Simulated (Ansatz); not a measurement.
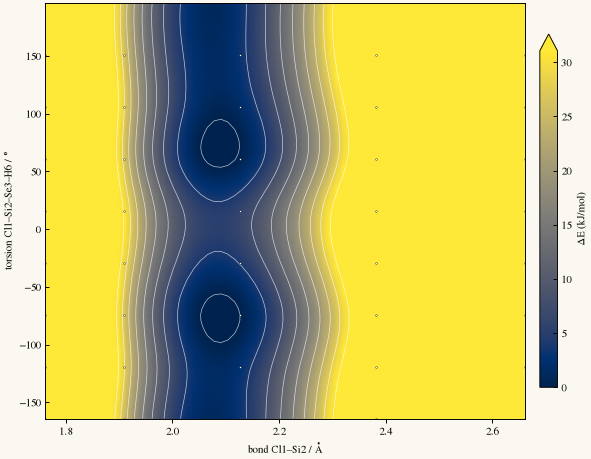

ClH3SeSi, SMILES Cl[SiH2][SeH]. 
- Two internal coordinates are moved rigidly from the geometry relaxed at PBE0-D4/def2-TZVP, all others fixed.
- Coordinates scanned: (1) bond Cl1–Si2; (2) torsion Cl1–Si2–Se3–H6.
- The grid has 5 × 8 points.
- Points are written as (first, second).
- All energies are given in kJ/mol relative to the lowest grid point.
- Theory: RKS PBE-D4/def2-TZVPP in Ansatz 0.2.0.

The picture shows a smooth colour map with a few white contour lines, dots at the grid points, one colour for all values above the top of the scale. Between grid points the surface is interpolated.

**Where is the minimum, and how stiff is the well along each coordinate?**

The interpolated minimum is at bond Cl1–Si2 ≈ 2.072 Å, torsion Cl1–Si2–Se3–H6 ≈ −76°. The curvatures there are about 17 eV/Å² and 0.17 eV/rad², with a cross term of about 0 eV/(Å·rad). Round the minimum the two coordinates are nearly uncoupled. (1 eV is 96.5 kJ/mol.)
